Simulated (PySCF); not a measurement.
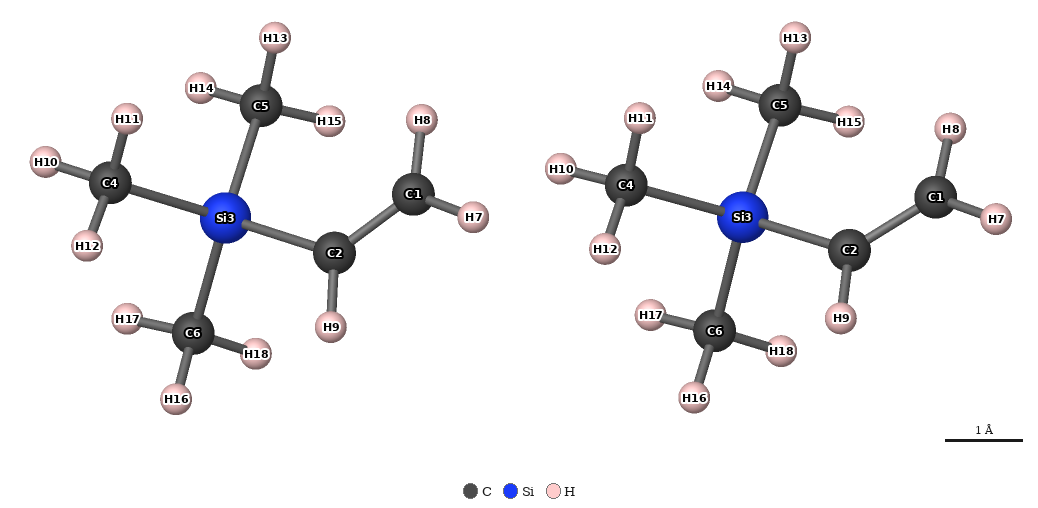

Two geometries of C$_{5}$H$_{12}$Si, drawn at one scale. One is the start of a relaxation, the other its converged end. The picture is a ball-and-stick view, seen at a tilt.

Computed with PBE0-D3(BJ)/def2-SVP geometry optimisation, gas phase (PySCF 2.14.0, density-fitted response routines). 

### Which one is relaxed?

The right one is the relaxed one. The start comes from GFN2-xTB. Over 5 geometry steps the energy falls by 0.094 eV. The largest force component goes from 0.94 to 0.015 eV/Å. The largest move after the best rigid fit is that of H8, 0.32 Å. By element the largest moves are H 0.32 Å, C 0.12 Å, Si 0.04 Å. Some distances before and after: Si3–C4 1.910 → 1.884 Å, C1–H7 1.080 → 1.096 Å, C2–Si3 1.895 → 1.878 Å, C4–H10 1.086 → 1.102 Å. The run took about 90 core-seconds on a shared host.
